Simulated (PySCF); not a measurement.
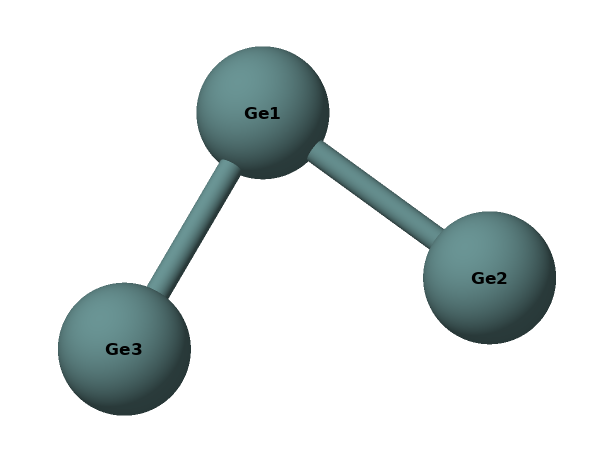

Every bond is drawn as one stick. The geometry was computed by an optimisation with PBE0/def2-TZVP. Computed with PBE0/def2-TZVP (PySCF 2.14.0).

List the Mayer bond orders of Ge1–Ge2 (one bond of each equivalent set).

```tsv
bond	Mayer order	length (Å)
Ge1–Ge2	1.60	2.295
```

This isn't the lowest structure that the search found: a triplet minimum of D3h symmetry lies 11 kJ/mol lower at the level of the geometry.
